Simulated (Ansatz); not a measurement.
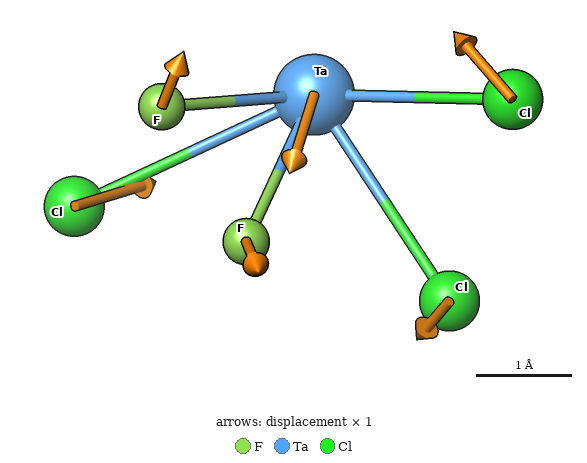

A relaxation of TaCl$_{3}$F$_{2}$ (coarse preliminary run). The starting structure is drawn; orange arrows show the displacements, at their true length. The two geometries are superimposed by the best rigid fit.

The picture is a ball-and-stick view, seen face on.

The start comes from a force field.

These are results of RKS PBE-D4/def2-SVP (Ansatz 0.2.0), not measurements. Settings: force threshold 0.03 eV/Å; at most 200 steps.

Question: Describe the change and its energy.

Answer: The energy falls by 377.6 kcal/mol in 11 geometry steps. The largest force component goes from 11 to 0.021 eV/Å. The atom that moves furthest after the best rigid fit is a Cl atom (1.37 Å). By element the largest moves are Cl 1.37 Å, Ta 1.25 Å, F 0.92 Å. Near-neighbour distances that change, for instance: Cl–F 1.889 → 2.992 Å, Cl–Cl 2.329 → 3.355 Å, Cl–Ta 2.787 → 2.294 Å, F–Ta 2.317 → 1.872 Å. Bond angles that change, for instance: F–Ta–Cl 102.0° → 174.0°, F–Ta–Cl 54.2° → 121.8°, F–Ta–Cl 42.6° → 90.6°.
